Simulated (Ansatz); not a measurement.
# Calculations on SiH$_{3}$S

Part 1: Relaxation

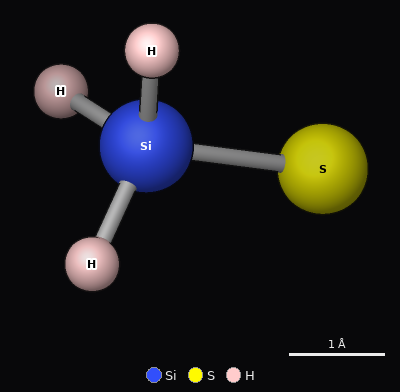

This is the input geometry for a relaxation of SiH3S (multiplicity 2) (coarse preliminary run). A ball-and-stick model, seen at a tilt.

Theory: Ansatz, UKS PBE-D4/def2-SVP.

The input:
```yaml
crystal:
  periodic: [false, false, false]
  atoms:
    - {symbol: Si, position_ang: [-0.086700, -0.028100, -0.008100]}
    - {symbol: S, position_ang: [1.936600, -0.361200, 0.247700]}
    - {symbol: H, position_ang: [-0.933300, -0.664400, 1.040100]}
    - {symbol: H, position_ang: [-0.486800, -0.492600, -1.347700]}
    - {symbol: H, position_ang: [-0.380000, 1.472600, 0.026600]}
basis:
  gaussian: {orbitals: def2-SVP}
magnetization: {spin_polarized: true, initial_magnetization: 1}
hamiltonian: {xc: pbe, dispersion: d4}
relax: {f_tol: 0.03, max_steps: 250}
```

> Predict the outcome.

The optimiser took 9 steps. The largest move after the best rigid fit is that of S2, 0.095 Å. By element the largest moves are S 0.095 Å, H 0.094 Å, Si 0.035 Å. Some distances before and after: Si1–S2 2.066 → 2.133 Å, Si1–H4 1.473 → 1.506 Å, Si1–H5 1.529 → 1.513 Å, Si1–H3 1.490 → 1.506 Å. Bond angles that change, for instance: S2–Si1–H5 110.1° → 103.1°, S2–Si1–H4 109.1° → 113.5°, H4–Si1–H5 106.1° → 108.6°. The run took of the order of 50 core-seconds on a shared host.

The structure at the end:

```xyz
5

Si   -0.1104   -0.0423   -0.0294
S     1.9838   -0.2904    0.2904
H    -0.9606   -0.6822    1.0356
H    -0.5707   -0.5165   -1.3821
H    -0.2923    1.4577    0.0442
```

The end point in the same view:

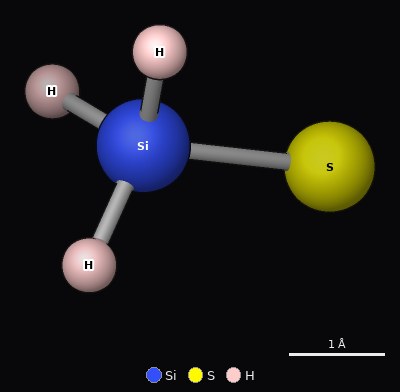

Part 2: Relaxation

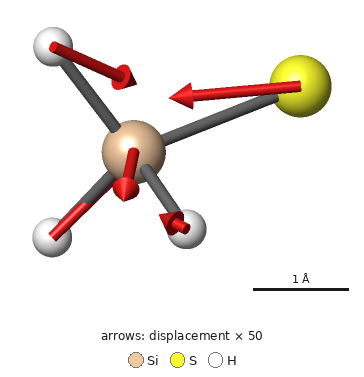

This is a relaxation of SiH3S (multiplicity 2). The starting structure is drawn; red arrows show the displacements, 50 times their true length. The two geometries are superimposed by the best rigid fit.

Style: ball-and-stick. Shown at a tilt.

Computed with Ansatz 0.2.0, UKS PBE0-D4/def2-TZVP. Settings: force threshold 0.005 eV/Å; at most 200 steps.

### What happened in the run?

Over 3 geometry steps the energy falls by 0.39 kcal/mol. The largest force component goes from 0.37 to 0.0022 eV/Å. The largest move after the best rigid fit is that of the S atom, 0.028 Å. Largest moves by element: S 0.028 Å, H 0.026 Å, Si 0.018 Å. Among the contacts that change: H–Si 1.513 → 1.489 Å, S–Si 2.133 → 2.120 Å. The run took of the order of 60 core-seconds on a shared host.

Part 3: A change

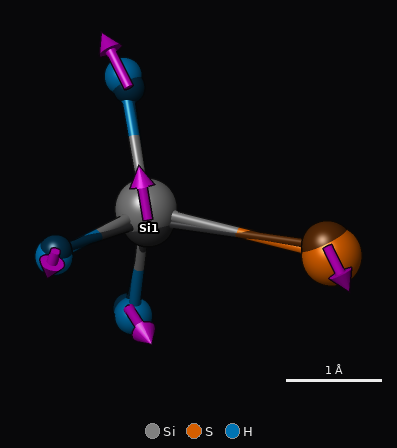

SiH₃S (multiplicity 2), drawn pale, and a changed version of it, drawn solid. The purple arrows show how the atoms are displaced, magnified 5 times. A ball-and-stick model, seen at a tilt.

Computed with UKS PBE-D4/def2-TZVPP in Ansatz. 

Describe the change and its computed effect.

Answer. All atoms are moved at random (σ = 0.09 Å) from the PBE0-D4/def2-TZVP minimum. Energy change: +15.6 kJ/mol. The largest force is 1.6 eV/Å, on the Si atom. The forces point partly back along the displacements (cosine −0.63). At other levels of theory the same distortion costs 19.7 kJ/mol (UKS r2SCAN-D4/def2-TZVPP), 19.7 kJ/mol (UKS PBE0-D4/def2-TZVPP), 21.7 kJ/mol (UKS wB97M-V/def2-TZVPP). Some distances before and after: S–Si 2.120 → 2.206 Å, H–Si 1.486 → 1.495 to 1.548 Å. Bond angles that change, for instance: S–Si–H 112.2° → 101.0°, H–Si–H 109.7° → 99.7°.
